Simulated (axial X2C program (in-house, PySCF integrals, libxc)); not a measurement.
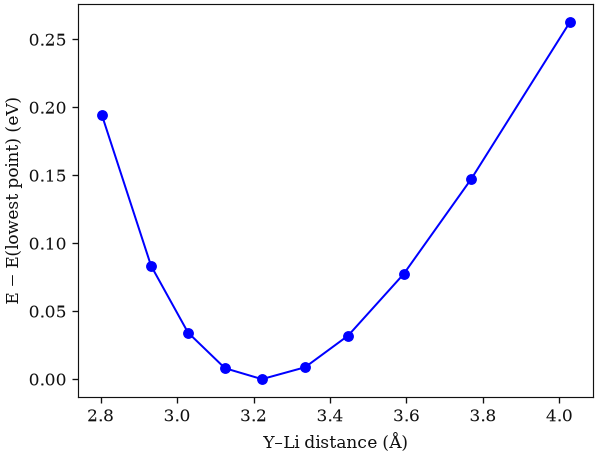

Fig. 1: Energy at 10 bond lengths, for one set of occupations held fixed; the line joins the points. A polynomial of degree 6 through 9 points gives rₑ = 3.223 Å, ωₑ = 253.3 cm⁻¹, ωₑxₑ = 1.9 cm⁻¹ and Bₑ = 0.2495 cm⁻¹. The minimum lies 1.46 eV below Y + Li⁺, each computed as one determinant at the same level.

**Relativistic diatomic calculation for YLi⁺**

YLi⁺, single determinant with Ω = 1/2. Computed at this level: PW91, two-component X2C with atomic mean-field Coulomb and Gaunt terms, Y dyall-cv3z, Li dyall-cv3z (cores contracted) (axial X2C program (in-house, PySCF integrals, libxc)).

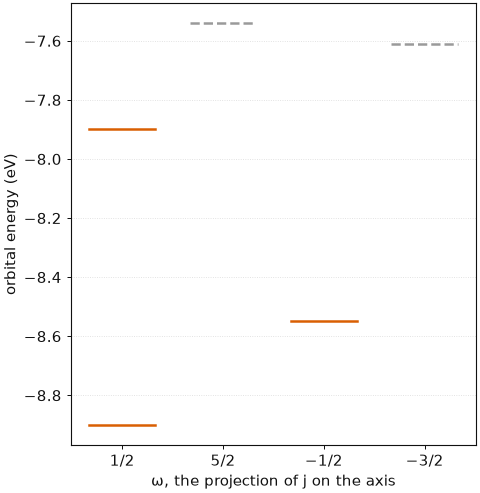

Fig. 2: Orbital energies near the frontier at 3.22 Å, filled (solid) and empty (dashed). The highest filled spinor (1/2; 84 % Y d, 8 % Y s) lies at −7.90 eV, the lowest empty one (−3/2; 100 % Y d) at −7.61 eV.

Input and output of the run follow.

### Input file
```
{"zs": [39, 3], "q": 1, "bas": ["dyall-cv3z", "dyall-cv3z"], "levels": ["PBE0", "HF", "PW91"], "cc": true, "r0": 2.96, "thr": -2.0, "nmax": 90, "npts": 10, "nst": 2, "ntry": 6}
```

The line is the task of a batch: nuclear charges, charge, bases, the levels to run, a first guess of the distance and further settings. This report covers PW91 with spin-orbit coupling. The log is that of the reference distance 3.222 Å.

Launched within a batch (the task file carries these settings):
```bash
python <driver script> task.json out
```

### Output
```
two-component X2C + atomic mean field  PW91
basis functions 202  fitting functions 922  grid points 5086
iter        total energy     max residual
   1      -3391.249920166     1.06e-01
   2      -3391.252425974     3.60e-03
   3      -3391.251893954     3.72e-03
   4      -3391.252581722     8.98e-04
   5      -3391.252599185     1.83e-04
   6      -3391.252600840     3.31e-05
   7      -3391.252600889     2.29e-05
   8      -3391.252600921     3.71e-06
   9      -3391.252600922     1.32e-06
converged
one-electron -4713.10209486  Coulomb 1416.39667177  exact exchange 0.00000000  xc functional -112.30262511  nuclear repulsion 19.21593224  atomic mean-field constant -1.46048495
```

### The points of the curve

| R (Å) | E (hartree) | dipole (D; origin at the first atom, positive when the second is positive) | highest filled (eV) | lowest empty (eV) |
| --- | --- | --- | --- | --- |
| 2.803 | −3391.245448 | 5.65 | −8.07 | −7.74 |
| 2.932 | −3391.249534 | 6.03 | −8.02 | −7.70 |
| 3.029 | −3391.251341 | 6.35 | −7.98 | −7.67 |
| 3.125 | −3391.252305 | 6.68 | −7.94 | −7.64 |
| 3.222 | −3391.252601 | 7.02 | −7.90 | −7.61 |
| 3.335 | −3391.252280 | 7.45 | −7.85 | −7.57 |
| 3.447 | −3391.251424 | 7.89 | −7.81 | −7.54 |
| 3.592 | −3391.249761 | 8.48 | −7.75 | −7.48 |
| 3.770 | −3391.247186 | 9.23 | −7.68 | −7.42 |
| 4.027 | −3391.242947 | 10.36 | −7.58 | −7.32 |

### Key numbers

| quantity | value |
| --- | --- |
| outcome | converged |
| bond length rₑ | 3.223 Å |
| ωₑ | 253.3 cm⁻¹ |
| energy at the minimum | −3391.25260 hartree |
| depth below the fragments | 1.46 eV |
| hardware | 1 thread of Arm Neoverse V1, 24 GiB of memory available, shared host |
| wall time | 3.9 s |
